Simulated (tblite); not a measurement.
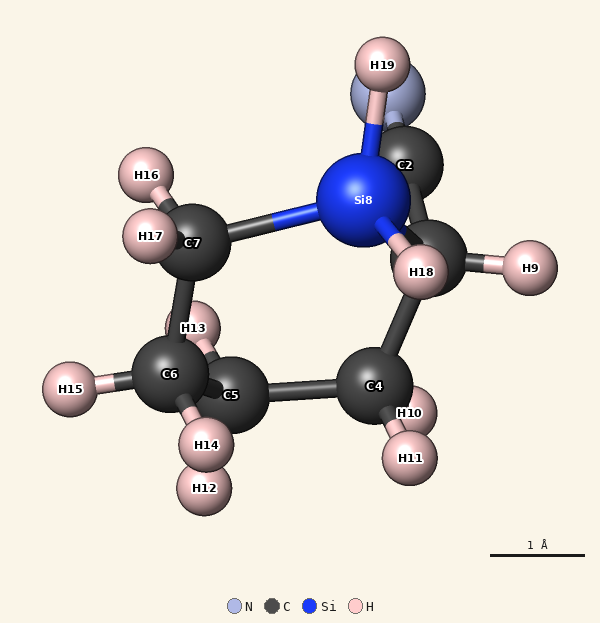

*The input geometry (ball-and-stick view, seen at a tilt; atoms are numbered from 1 in the order of the input).*

Bond lengths as drawn: C–C 1.48 to 1.54 Å, C–H 1.08 to 1.11 Å, C–N 1.16 Å, C–Si 1.89 to 1.90 Å and H–Si 1.48 Å.

Geometry relaxation of C6H11NSi

C6H11NSi, computed with GFN2-xTB geometry optimisation, gas phase (tblite 0.8.0).

The input
```
{"job": {"xc": "GFN2-xTB", "basis": "xTB", "kind": "relax"}, "charge": 0, "multiplicity": 1}
N      2.455500     1.035400    -2.017500
C      1.938200     0.889300    -0.992400
C      1.321600     0.669600     0.335700
C      1.094500    -0.826700     0.588500
C      0.004700    -1.498700    -0.260900
C     -1.408000    -0.934300    -0.027900
C     -1.549700     0.547000    -0.414500
Si    -0.297100     1.663300     0.458200
H      1.996900     1.057500     1.102400
H      2.035200    -1.373100     0.442300
H      0.830100    -0.983400     1.652000
H     -0.012800    -2.572300    -0.035400
H      0.256400    -1.410800    -1.321200
H     -1.665000    -1.074300     1.027900
H     -2.126100    -1.511900    -0.606600
H     -1.419100     0.647900    -1.481600
H     -2.564300     0.887700    -0.175500
H     -0.683100     1.791500     1.884300
H     -0.217400     3.005500    -0.165300
```

The first line tells a small driver script what to run in tblite; the rest is the geometry in Å.

Launch command:
```bash
OMP_NUM_THREADS=1 python <driver script> task.json out
```

The program's output
```
step      E/eV     max force
  0    -627.79924    1.726
  1    -627.83644    2.851
  2    -627.84365    1.837
  3    -627.87627    0.382
  4    -627.88448    0.298
  5    -627.89846    0.356
  6    -627.90149    0.201
  7    -627.90529    0.235
  8    -627.90910    0.342
  9    -627.91253    0.280
 10    -627.91442    0.129
 11    -627.91593    0.128
 12    -627.91768    0.226
 13    -627.91961    0.232
 14    -627.92117    0.137
 15    -627.92236    0.104
 16    -627.92363    0.179
 17    -627.92515    0.216
 18    -627.92651    0.147
 19    -627.92743    0.061
 20    -627.92804    0.077
 21    -627.92859    0.110
 22    -627.92912    0.084
 23    -627.92960    0.053
 24    -627.93003    0.060
 25    -627.93041    0.090
 26    -627.93073    0.072
 27    -627.93096    0.029
 28    -627.93112    0.033
 29    -627.93128    0.053
 30    -627.93144    0.048
 31    -627.93158    0.027
 32    -627.93167    0.019
 33    -627.93173    0.025
 34    -627.93178    0.021
 35    -627.93184    0.019
 36    -627.93191    0.024
 37    -627.93198    0.029
 38    -627.93205    0.027
 39    -627.93211    0.024
 40    -627.93219    0.025
 41    -627.93228    0.033
 42    -627.93236    0.034
 43    -627.93242    0.020
 44    -627.93247    0.020
 45    -627.93253    0.023
 46    -627.93258    0.030
 47    -627.93264    0.020
 48    -627.93269    0.015
 49    -627.93273    0.023
 50    -627.93278    0.032
 51    -627.93281    0.025
 52    -627.93284    0.013
 53    -627.93286    0.013
 54    -627.93290    0.025
 55    -627.93293    0.026
 56    -627.93295    0.014
 57    -627.93296    0.009
 58    -627.93297    0.017
 59    -627.93299    0.022
 60    -627.93300    0.015
 61    -627.93301    0.007
 62    -627.93301    0.008
 63    -627.93302    0.017
 64    -627.93304    0.018
 65    -627.93305    0.010
 66    -627.93306    0.009
 67    -627.93306    0.023
 68    -627.93307    0.010
 69    -627.93307    0.007
 70    -627.93308    0.005
 71    -627.93309    0.006
 72    -627.93309    0.007
 73    -627.93309    0.005
 74    -627.93310    0.005
 75    -627.93310    0.006
 76    -627.93311    0.009
 77    -627.93311    0.009
 78    -627.93312    0.006
 79    -627.93312    0.005
 80    -627.93313    0.006
 81    -627.93313    0.007
 82    -627.93313    0.005
 83    -627.93314    0.005
 84    -627.93314    0.006
 85    -627.93315    0.007
 86    -627.93316    0.007
 87    -627.93316    0.006
 88    -627.93317    0.004
 89    -627.93317    0.005
 90    -627.93317    0.003
 91    -627.93317    0.002
```

Trajectory as extended XYZ (Å, eV, eV/Å), 12 frames, from step=0 to step=91
```
19
Properties=species:S:1:pos:R:3:forces:R:3 step=0 energy=-627.79924
N     2.4555    1.0354   -2.0175   -0.8680  -0.1890   1.4800
C     1.9382    0.8893   -0.9924    0.3250  -0.1200   0.0430
C     1.3216    0.6696    0.3357    0.5280   0.1040  -1.2290
C     1.0945   -0.8267    0.5885   -0.1620  -0.4930   0.4220
C     0.0047   -1.4987   -0.2609   -0.1380   0.2500  -0.1630
C    -1.4080   -0.9343   -0.0279    0.2840   0.1630   0.1830
C    -1.5497    0.5470   -0.4145   -0.1710  -0.1280   0.3880
Si   -0.2971    1.6633    0.4582   -0.4620   0.3440   0.1530
H     1.9969    1.0575    1.1024    0.2510  -0.0530  -0.1900
H     2.0352   -1.3731    0.4423   -0.0480   0.0970  -0.1220
H     0.8301   -0.9834    1.6520    0.0270   0.2630  -0.3100
H    -0.0128   -2.5723   -0.0354    0.0550   0.1710   0.0700
H     0.2564   -1.4108   -1.3212    0.0340   0.1290  -0.0070
H    -1.6650   -1.0743    1.0279    0.0250   0.1170  -0.0450
H    -2.1261   -1.5119   -0.6066   -0.0190  -0.1370  -0.1020
H    -1.4191    0.6479   -1.4816   -0.0370  -0.0390  -0.3910
H    -2.5643    0.8877   -0.1755    0.1260  -0.1390  -0.1310
H    -0.6831    1.7915    1.8843    0.1740  -0.0120  -0.1820
H    -0.2174    3.0055   -0.1653    0.0760  -0.3300   0.1330
19
Properties=species:S:1:pos:R:3:forces:R:3 step=8 energy=-627.90910
N     2.4128    1.0304   -1.9677   -0.0730  -0.0550   0.1020
C     1.9291    0.8582   -0.9427    0.0490   0.0920  -0.3260
C     1.3194    0.6615    0.3313    0.0720   0.0010   0.0800
C     1.0866   -0.8340    0.5963    0.0100   0.0810  -0.0350
C     0.0036   -1.4740   -0.2700    0.0060  -0.0080   0.0240
C    -1.4004   -0.9259   -0.0237   -0.0420  -0.0320  -0.0260
C    -1.5627    0.5403   -0.4224    0.0110   0.0180  -0.0700
Si   -0.3174    1.6561    0.4624   -0.0090   0.0380   0.0210
H     2.0388    1.0412    1.0654   -0.0220  -0.0130   0.0580
H     2.0250   -1.3705    0.4240   -0.0090  -0.0200   0.0700
H     0.8179   -0.9426    1.6466   -0.0290  -0.0890   0.1090
H    -0.0074   -2.5431   -0.0359    0.0120   0.0020  -0.0850
H     0.2624   -1.3687   -1.3273    0.0070   0.0700   0.0390
H    -1.6542   -1.0503    1.0324    0.0200   0.0210   0.0050
H    -2.1081   -1.5262   -0.6035   -0.0010  -0.0260   0.0460
H    -1.4314    0.6307   -1.5036   -0.0160  -0.0150   0.0170
H    -2.5798    0.8600   -0.1995   -0.0590  -0.0070  -0.0450
H    -0.6468    1.7896    1.8875    0.0380  -0.0250   0.0210
H    -0.1973    2.9767   -0.1569    0.0370  -0.0340  -0.0050
19
Properties=species:S:1:pos:R:3:forces:R:3 step=16 energy=-627.92363
N     2.3748    1.0135   -1.9873   -0.0470  -0.0110   0.0940
C     1.9176    0.8584   -0.9477   -0.0240  -0.0540  -0.1690
C     1.3243    0.6619    0.3378    0.0380  -0.0350   0.0620
C     1.0827   -0.8301    0.6152    0.0210   0.0170  -0.0240
C     0.0075   -1.4534   -0.2716    0.0180  -0.0260  -0.0160
C    -1.4027   -0.9237   -0.0193    0.0010  -0.0190  -0.0010
C    -1.5737    0.5373   -0.4361    0.0200   0.0080  -0.0250
Si   -0.3227    1.6447    0.4647    0.0160   0.0250  -0.0120
H     2.0480    1.0388    1.0679   -0.0280   0.0380   0.0430
H     2.0178   -1.3768    0.4632    0.0290  -0.0160  -0.0100
H     0.8040   -0.9522    1.6635   -0.0540   0.0390   0.0520
H     0.0073   -2.5308   -0.0870    0.0030  -0.0210  -0.0340
H     0.2748   -1.2985   -1.3195   -0.0090   0.0320  -0.0240
H    -1.6439   -1.0286    1.0416    0.0160  -0.0120   0.0150
H    -2.1088   -1.5469   -0.5770    0.0070   0.0300   0.0150
H    -1.4345    0.6196   -1.5171    0.0460  -0.0130   0.0230
H    -2.5996    0.8480   -0.2381   -0.0050   0.0320   0.0370
H    -0.6149    1.7703    1.9001   -0.0300  -0.0180  -0.0300
H    -0.1679    2.9578   -0.1606   -0.0170   0.0050   0.0040
19
Properties=species:S:1:pos:R:3:forces:R:3 step=24 energy=-627.93003
N     2.3350    0.9938   -2.0003   -0.0200  -0.0280   0.0130
C     1.8970    0.8359   -0.9536    0.0250   0.0180  -0.0510
C     1.3256    0.6550    0.3439    0.0200  -0.0090   0.0190
C     1.0805   -0.8332    0.6294   -0.0130   0.0030  -0.0170
C     0.0147   -1.4440   -0.2786    0.0070  -0.0200  -0.0320
C    -1.3956   -0.9224   -0.0124    0.0020  -0.0210   0.0080
C    -1.5653    0.5365   -0.4367   -0.0050  -0.0160  -0.0210
Si   -0.3166    1.6433    0.4605   -0.0170   0.0130   0.0060
H     2.0430    1.0499    1.0702    0.0300  -0.0130  -0.0020
H     2.0159   -1.3856    0.4942   -0.0060   0.0090   0.0160
H     0.7772   -0.9430    1.6733   -0.0120  -0.0080   0.0160
H     0.0215   -2.5277   -0.1392    0.0010  -0.0130   0.0240
H     0.2782   -1.2484   -1.3202    0.0260   0.0160  -0.0390
H    -1.6226   -1.0247    1.0514   -0.0080  -0.0050   0.0240
H    -2.1088   -1.5458   -0.5596    0.0080   0.0130   0.0020
H    -1.4151    0.6072   -1.5160    0.0040   0.0090  -0.0100
H    -2.5897    0.8548   -0.2437   -0.0100   0.0100   0.0120
H    -0.6224    1.7516    1.8912   -0.0280   0.0160   0.0330
H    -0.1623    2.9561   -0.1613   -0.0040   0.0280  -0.0020
19
Properties=species:S:1:pos:R:3:forces:R:3 step=33 energy=-627.93173
N     2.3175    0.9724   -2.0101   -0.0090  -0.0130   0.0080
C     1.8906    0.8295   -0.9568    0.0020   0.0070  -0.0240
C     1.3284    0.6565    0.3468    0.0000  -0.0050   0.0050
C     1.0774   -0.8317    0.6310   -0.0030   0.0040   0.0000
C     0.0198   -1.4424   -0.2865    0.0010  -0.0040  -0.0010
C    -1.3905   -0.9232   -0.0134   -0.0010  -0.0060  -0.0010
C    -1.5607    0.5367   -0.4355    0.0000  -0.0030  -0.0060
Si   -0.3159    1.6474    0.4663   -0.0020  -0.0020   0.0000
H     2.0575    1.0427    1.0667   -0.0090   0.0070  -0.0030
H     2.0142   -1.3844    0.5099   -0.0030   0.0030   0.0030
H     0.7598   -0.9408    1.6709    0.0030   0.0000   0.0190
H     0.0293   -2.5267   -0.1490    0.0000  -0.0010   0.0000
H     0.2868   -1.2386   -1.3266    0.0010  -0.0060  -0.0040
H    -1.6127   -1.0277    1.0519    0.0010   0.0010   0.0060
H    -2.1083   -1.5443   -0.5564    0.0110   0.0040  -0.0150
H    -1.4104    0.6073   -1.5149    0.0030   0.0160   0.0010
H    -2.5852    0.8556   -0.2417   -0.0040  -0.0010   0.0040
H    -0.6409    1.7581    1.8946    0.0080   0.0030   0.0010
H    -0.1666    2.9630   -0.1548    0.0020  -0.0050   0.0090
19
Properties=species:S:1:pos:R:3:forces:R:3 step=41 energy=-627.93228
N     2.3049    0.9538   -2.0178   -0.0090  -0.0070   0.0160
C     1.8828    0.8225   -0.9610    0.0000   0.0130  -0.0300
C     1.3258    0.6579    0.3460    0.0120  -0.0200   0.0090
C     1.0766   -0.8300    0.6346   -0.0010  -0.0020  -0.0070
C     0.0238   -1.4435   -0.2871   -0.0020   0.0050   0.0030
C    -1.3872   -0.9233   -0.0192   -0.0020  -0.0100  -0.0020
C    -1.5600    0.5389   -0.4345    0.0020  -0.0120  -0.0040
Si   -0.3178    1.6476    0.4719    0.0070   0.0020  -0.0040
H     2.0571    1.0473    1.0615   -0.0020   0.0040  -0.0020
H     2.0143   -1.3824    0.5186    0.0030   0.0060   0.0000
H     0.7564   -0.9364    1.6742   -0.0050  -0.0030   0.0070
H     0.0324   -2.5283   -0.1485   -0.0010   0.0210   0.0020
H     0.2934   -1.2414   -1.3272    0.0100  -0.0040   0.0110
H    -1.6118   -1.0306    1.0455   -0.0130  -0.0070  -0.0060
H    -2.1010   -1.5436   -0.5685    0.0010   0.0100  -0.0020
H    -1.4084    0.6204   -1.5132   -0.0040  -0.0070   0.0060
H    -2.5858    0.8523   -0.2384    0.0000   0.0040  -0.0010
H    -0.6394    1.7640    1.8996    0.0030  -0.0110   0.0150
H    -0.1657    2.9642   -0.1439    0.0010   0.0170  -0.0090
19
Properties=species:S:1:pos:R:3:forces:R:3 step=49 energy=-627.93273
N     2.2892    0.9370   -2.0264   -0.0090   0.0040   0.0080
C     1.8731    0.8167   -0.9660    0.0110   0.0020  -0.0200
C     1.3249    0.6592    0.3455    0.0120  -0.0080   0.0050
C     1.0764   -0.8275    0.6398   -0.0040   0.0040  -0.0090
C     0.0272   -1.4418   -0.2851   -0.0030  -0.0060   0.0050
C    -1.3861   -0.9235   -0.0249    0.0020  -0.0060  -0.0050
C    -1.5581    0.5409   -0.4323   -0.0030  -0.0070  -0.0060
Si   -0.3171    1.6501    0.4760    0.0000  -0.0060  -0.0030
H     2.0597    1.0526    1.0548    0.0070   0.0000   0.0020
H     2.0152   -1.3789    0.5263   -0.0070   0.0050   0.0100
H     0.7520   -0.9328    1.6785    0.0060   0.0050   0.0010
H     0.0344   -2.5257   -0.1441    0.0020  -0.0020   0.0020
H     0.3051   -1.2429   -1.3238   -0.0120   0.0030   0.0110
H    -1.6209   -1.0399    1.0369    0.0010   0.0000  -0.0100
H    -2.0951   -1.5394   -0.5853    0.0060   0.0040   0.0020
H    -1.4077    0.6252   -1.5109    0.0030   0.0030   0.0020
H    -2.5845    0.8520   -0.2355   -0.0040   0.0090   0.0010
H    -0.6324    1.7590    1.9061   -0.0030  -0.0040   0.0060
H    -0.1653    2.9689   -0.1371   -0.0040   0.0010   0.0000
19
Properties=species:S:1:pos:R:3:forces:R:3 step=57 energy=-627.93296
N     2.2782    0.9329   -2.0338    0.0020   0.0040   0.0010
C     1.8709    0.8141   -0.9699   -0.0050   0.0020  -0.0060
C     1.3285    0.6599    0.3445    0.0000   0.0000  -0.0010
C     1.0761   -0.8251    0.6432   -0.0020   0.0020  -0.0040
C     0.0280   -1.4414   -0.2820    0.0010  -0.0010   0.0000
C    -1.3870   -0.9244   -0.0287    0.0050   0.0010   0.0020
C    -1.5569    0.5416   -0.4321    0.0010  -0.0030  -0.0010
Si   -0.3150    1.6485    0.4783   -0.0030  -0.0020  -0.0010
H     2.0664    1.0532    1.0508    0.0000   0.0000  -0.0020
H     2.0144   -1.3780    0.5343   -0.0060  -0.0040   0.0040
H     0.7506   -0.9253    1.6821   -0.0020   0.0000  -0.0030
H     0.0367   -2.5252   -0.1397   -0.0030   0.0000   0.0000
H     0.3058   -1.2426   -1.3204    0.0060  -0.0030   0.0010
H    -1.6281   -1.0450    1.0309   -0.0050   0.0030  -0.0010
H    -2.0916   -1.5385   -0.5965    0.0050   0.0040   0.0070
H    -1.4058    0.6287   -1.5104    0.0030   0.0010   0.0020
H    -2.5827    0.8550   -0.2347    0.0020  -0.0010  -0.0010
H    -0.6297    1.7516    1.9093    0.0000  -0.0020   0.0000
H    -0.1686    2.9692   -0.1325    0.0000  -0.0010   0.0030
19
Properties=species:S:1:pos:R:3:forces:R:3 step=66 energy=-627.93306
N     2.2744    0.9362   -2.0378    0.0000   0.0020  -0.0030
C     1.8682    0.8145   -0.9739   -0.0030  -0.0030   0.0010
C     1.3292    0.6594    0.3419   -0.0010   0.0010   0.0010
C     1.0754   -0.8245    0.6444    0.0000   0.0020   0.0000
C     0.0283   -1.4424   -0.2806    0.0010   0.0000  -0.0010
C    -1.3865   -0.9240   -0.0298    0.0020  -0.0020   0.0000
C    -1.5555    0.5421   -0.4327    0.0030  -0.0040  -0.0010
Si   -0.3142    1.6474    0.4804   -0.0050   0.0010  -0.0020
H     2.0695    1.0536    1.0452    0.0000  -0.0020   0.0020
H     2.0124   -1.3801    0.5398    0.0010   0.0020   0.0020
H     0.7468   -0.9204    1.6827    0.0020  -0.0010   0.0020
H     0.0360   -2.5259   -0.1364   -0.0020   0.0020   0.0020
H     0.3091   -1.2458   -1.3185   -0.0040  -0.0020  -0.0030
H    -1.6310   -1.0439    1.0291    0.0020  -0.0020  -0.0010
H    -2.0900   -1.5379   -0.5990   -0.0020   0.0030   0.0030
H    -1.4016    0.6302   -1.5105   -0.0030   0.0020   0.0010
H    -2.5816    0.8551   -0.2361    0.0050   0.0010  -0.0070
H    -0.6284    1.7460    1.9118    0.0020  -0.0020   0.0010
H    -0.1703    2.9695   -0.1273    0.0020   0.0020   0.0030
19
Properties=species:S:1:pos:R:3:forces:R:3 step=74 energy=-627.93310
N     2.2713    0.9386   -2.0398   -0.0020  -0.0020  -0.0030
C     1.8659    0.8143   -0.9758    0.0010   0.0020   0.0000
C     1.3289    0.6594    0.3407    0.0010   0.0010   0.0010
C     1.0747   -0.8240    0.6449    0.0020   0.0000  -0.0010
C     0.0285   -1.4433   -0.2801    0.0000   0.0000   0.0010
C    -1.3861   -0.9238   -0.0303    0.0000  -0.0010   0.0000
C    -1.5540    0.5423   -0.4340    0.0000  -0.0020   0.0000
Si   -0.3142    1.6474    0.4812   -0.0040   0.0000  -0.0010
H     2.0703    1.0534    1.0428    0.0000   0.0000   0.0030
H     2.0122   -1.3792    0.5430    0.0010  -0.0020  -0.0040
H     0.7453   -0.9185    1.6831   -0.0010  -0.0010   0.0000
H     0.0352   -2.5265   -0.1335    0.0000   0.0000   0.0000
H     0.3093   -1.2492   -1.3186    0.0000  -0.0010   0.0010
H    -1.6302   -1.0441    1.0286   -0.0010   0.0040  -0.0010
H    -2.0905   -1.5370   -0.5991    0.0010   0.0000   0.0000
H    -1.3990    0.6305   -1.5116    0.0020  -0.0010   0.0020
H    -2.5804    0.8554   -0.2398    0.0010   0.0010  -0.0010
H    -0.6268    1.7421    1.9132   -0.0010  -0.0010   0.0000
H    -0.1702    2.9714   -0.1225    0.0010   0.0010   0.0010
19
Properties=species:S:1:pos:R:3:forces:R:3 step=82 energy=-627.93313
N     2.2657    0.9384   -2.0423    0.0020   0.0000  -0.0040
C     1.8641    0.8150   -0.9768   -0.0030   0.0000   0.0030
C     1.3290    0.6600    0.3405   -0.0020   0.0000  -0.0010
C     1.0750   -0.8234    0.6445    0.0000  -0.0040   0.0020
C     0.0285   -1.4440   -0.2792   -0.0030   0.0010   0.0010
C    -1.3859   -0.9235   -0.0304   -0.0010   0.0050   0.0000
C    -1.5523    0.5423   -0.4357    0.0000   0.0020  -0.0010
Si   -0.3143    1.6474    0.4823   -0.0040  -0.0010   0.0000
H     2.0704    1.0537    1.0428    0.0030   0.0010  -0.0010
H     2.0123   -1.3787    0.5421    0.0030  -0.0010  -0.0010
H     0.7456   -0.9176    1.6828    0.0030  -0.0010   0.0010
H     0.0347   -2.5269   -0.1301    0.0010   0.0000   0.0000
H     0.3090   -1.2525   -1.3182    0.0000   0.0010   0.0010
H    -1.6308   -1.0411    1.0287    0.0000  -0.0030  -0.0010
H    -2.0903   -1.5370   -0.5988    0.0010   0.0010   0.0020
H    -1.3940    0.6293   -1.5128    0.0020   0.0010  -0.0020
H    -2.5791    0.8563   -0.2449    0.0020  -0.0010   0.0000
H    -0.6271    1.7381    1.9146   -0.0020   0.0000   0.0000
H    -0.1700    2.9735   -0.1166   -0.0010  -0.0010  -0.0010
19
Properties=species:S:1:pos:R:3:forces:R:3 step=91 energy=-627.93317
N     2.2600    0.9378   -2.0445    0.0010   0.0000  -0.0010
C     1.8604    0.8151   -0.9781   -0.0010   0.0000   0.0000
C     1.3284    0.6602    0.3405    0.0000  -0.0010   0.0000
C     1.0762   -0.8236    0.6448   -0.0010  -0.0020  -0.0010
C     0.0281   -1.4444   -0.2772   -0.0020   0.0000  -0.0010
C    -1.3859   -0.9219   -0.0301   -0.0010   0.0010   0.0000
C    -1.5503    0.5432   -0.4384    0.0000   0.0010   0.0010
Si   -0.3152    1.6469    0.4846   -0.0010   0.0000   0.0000
H     2.0715    1.0545    1.0406    0.0010   0.0000   0.0010
H     2.0136   -1.3783    0.5392    0.0010   0.0010   0.0000
H     0.7499   -0.9189    1.6839    0.0010   0.0010   0.0000
H     0.0331   -2.5270   -0.1260    0.0000  -0.0010  -0.0010
H     0.3089   -1.2551   -1.3165    0.0000   0.0000   0.0000
H    -1.6317   -1.0379    1.0289    0.0000   0.0000   0.0000
H    -2.0906   -1.5358   -0.5978    0.0020   0.0000   0.0000
H    -1.3867    0.6291   -1.5149    0.0000   0.0000   0.0010
H    -2.5778    0.8578   -0.2525    0.0010   0.0000   0.0000
H    -0.6307    1.7331    1.9166    0.0000   0.0000   0.0000
H    -0.1710    2.9746   -0.1106    0.0000   0.0000   0.0000
```

Results in brief

- outcome: converged
- total energy: −627.9332 eV
- hardware: 1 CPU thread, shared host
- peak memory: 0.18 GiB
